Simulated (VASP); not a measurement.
Band structure of ZnO (wurtzite). Calculation: optB88-vdW, VASP's PBE PAW potentials (set 64) (plane waves; VASP).

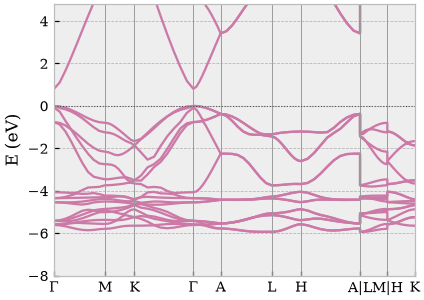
Bands along high-symmetry lines, zero at the valence-band maximum or, without a gap, the Fermi level

**Question.** Read the plot: is there a gap, and where are the band edges?

**Answer.** The gap is direct, 0.80 eV, from the valence maximum at Γ to the conduction minimum at Γ. (Edges off the drawn lines would not show.)

Measured: gap 3.60 eV (computed value off by -2.80 eV), as given by Wei Chen et al., Physical Review Materials (2018), doi:10.1103/physrevmaterials.2.073803 [zero-point renormalisation of 0.16 eV added back (the table's ZPR column)].

The compound is ZnO in the wurtzite structure. It was relaxed first.
